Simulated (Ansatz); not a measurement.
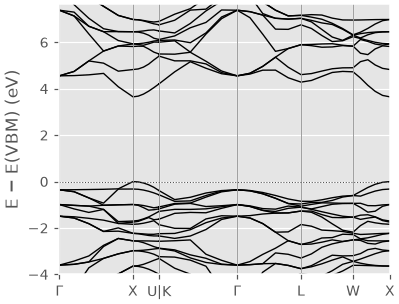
Figure. Band structure from HSE06 (plane waves, PAW; program Ansatz)

Question: Read off the gap and where the band edges lie.

Answer: About 3.6 eV (3.65 eV among the points solved); maximum at X, minimum at X.

Question: Pick the material that matches.
A. Cs2ScAgCl6, Fm-3m (Cs on 8c, Sc on 4a, Ag on 4b, Cl on 24e)
B. Ba2H6Os, Fm-3m (Ba on 8c, H on 24e, Os on 4a)
C. ScTaPb2O6, Fm-3m (Sc on 4a, Ta on 4b, Pb on 8c, O on 24e)
D. NaTl2MoF6, Fm-3m (Na on 4b, Tl on 8c, Mo on 4a, F on 24e)

Answer: C, ScTaPb2O6, Fm-3m (Sc on 4a, Ta on 4b, Pb on 8c, O on 24e)

The workflow started from a Materials Project entry (that database holds measured and hypothetical structures alike); the Crystallography Open Database copy checked does not list it. Whether it is the stable phase at ambient conditions was not checked. The HSE06 relaxation kept the symmetry of its start; its stability against distortions is not shown here. The run is not spin-polarised. The hybrid was solved on a coarse mesh, the path and, where they were found, the r²SCAN edge points; its band edges are the extreme levels among these. Spin–orbit coupling is left out wherever it is not named.

Potentials: the later of the program's two PAW sets.
